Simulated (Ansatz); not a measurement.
```xyz
14

C     0.5393   -0.4823   -1.8712
C     0.3002    0.0542   -0.6578
C     0.6129    1.4987   -0.3471
B    -0.3183   -0.8431    0.4539
F    -0.5603   -0.2828    1.6411
Ge   -0.7911   -2.8739    0.2480
H     0.3088   -1.5285   -2.0952
H     0.9737    0.1004   -2.6921
H     1.0453    2.0241   -1.2124
H    -0.2952    2.0396   -0.0324
H     1.3213    1.5770    0.4945
H     0.4759   -3.7280    0.0036
H    -1.4887   -3.4272    1.5095
H    -1.7265   -3.1329   -0.9565
```

Geometry: B3LYP-D3(BJ)/def2-SVP.

Level of theory: isolated molecule in a Gaussian basis; Kohn-Sham density functional theory, functional PBE0 (Ansatz 0.2.0).

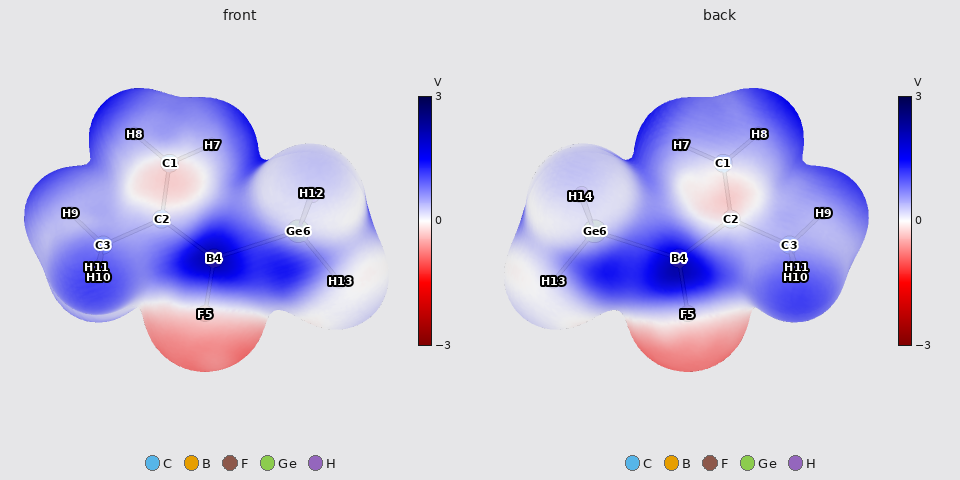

C₃H₈BFGe. The electrostatic potential painted on the density surface at 0.004 e/bohr³, seen from the front and from behind; the colour scale runs from red (negative) to blue (positive).

### Which sites attract a positive test charge, and which a negative one?

A positive charge is drawn to the negative regions and a negative charge to the positive ones. The most negative region (about −0.8 V) lies over F5, the most positive (about +2.0 V) over B4.
